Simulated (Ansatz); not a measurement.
Species, as SMILES: [SiH]=O (O-SiH), doublet.
Atoms: Si1, O2, H3. Bonds: Si1-O2, Si1-H3.

Basis-set convergence of the harmonic zero-point energy at MP2 with Ansatz (a quantum-chemistry and plane-wave program). Each level at its own minimum, finite differences of forces, unscaled; the reference is a large set that could be run, not a limit. Cartesian d functions, on some or all atoms, in 6-311G**, 6-311+G**; all else is spherical. Cores are frozen. Core-valence sets carry the plain set on hydrogen. Open shells are unrestricted. No added dispersion term, no relativity. Reference: the value in def2-QZVPP, 5.71 kcal/mol, itself unsure by roughly 0.02 kcal/mol (its mean distance from cc-pV(Q+d)Z, aug-cc-pV(T+d)Z, def2-TZVPPD). Deviations are taken from unrounded values.

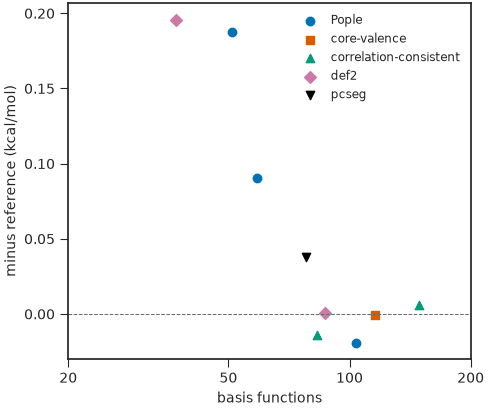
*Deviation from the reference against the number of basis functions, by family of sets.*

| basis | functions | harmonic zero-point energy (kcal/mol) | minus reference (kcal/mol) |
|---|---|---|---|
| def2-SVP | 37 | 5.91 | 0.20 |
| 6-311G** | 51 | 5.90 | 0.19 |
| 6-311+G** | 59 | 5.80 | 0.09 |
| pcseg-2 | 78 | 5.75 | 0.04 |
| cc-pV(T+d)Z | 83 | 5.70 | -0.01 |
| def2-TZVPP | 87 | 5.71 | 0.00 |
| 6-311++G(3df,3pd) | 104 | 5.69 | -0.02 |
| cc-pCVTZ | 116 | 5.71 | 0.00 |
| cc-pV(Q+d)Z | 149 | 5.72 | 0.01 |
